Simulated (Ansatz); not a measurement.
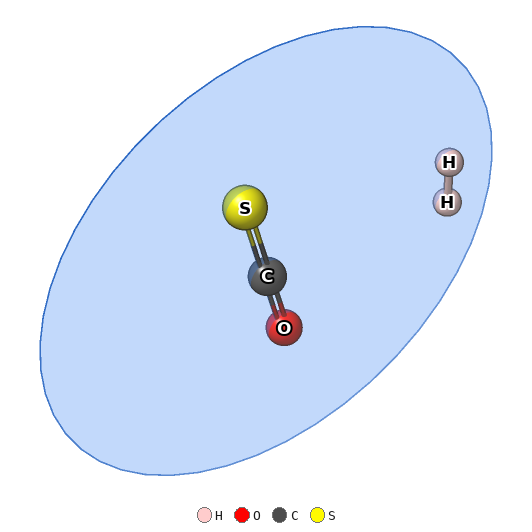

All proper rotation axes (lines) and mirror planes (discs) of the structure are drawn in. Atoms fade into the background with distance from the viewer. The computed structure is the end point of a PBE-D4/def2-SVP optimisation. No frequency run is at hand to confirm it as a minimum.

Question: Name the symmetry elements and the point group.

Answer: It has 1 mirror plane. Point group Cs. The group has 2 operations. The geometry is achiral, and symmetry allows a dipole moment.
